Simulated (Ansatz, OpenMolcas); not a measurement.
# How basis sets differ on CH3AlF2O (SMILES C[O][Al]([F])[F])

CH3AlF2O: 8 atoms, total charge 0, spin state singlet. SMILES: `C[O][Al]([F])[F]`. The shape is that of a PBE0-D4/def2-TZVP optimisation.

Quantity: the HOMO–LUMO gap, in eV. The values are calculated.

```
                          level          kind     program  value (eV)  CPU time
              HF/ANO-R0 (sfX2C)  Hartree–Fock  OpenMolcas       14.59     5.1 s
           HF/ANO-RCC-MB (DKH2)  Hartree–Fock  OpenMolcas       15.83     3.4 s
                    HF/ANO-S-MB  Hartree–Fock  OpenMolcas       15.43     3.3 s
                      HF/STO-3G  Hartree–Fock  OpenMolcas       18.75     2.3 s
                       HF/3-21G  Hartree–Fock  OpenMolcas       15.00       3 s
HF/6-31G* (spherical functions)  Hartree–Fock      Ansatz       14.88     1.8 s
```

The values span 14.59 to 18.75 eV. A Hartree–Fock LUMO above zero doesn't converge with the basis: it sinks as sets grow more diffuse. Orbital gaps aren't excitation energies. CPU times are rough (shared hosts, several kinds of processor and program).

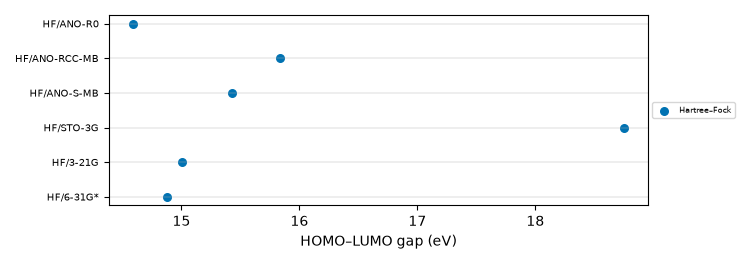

The values of the table, level by level.
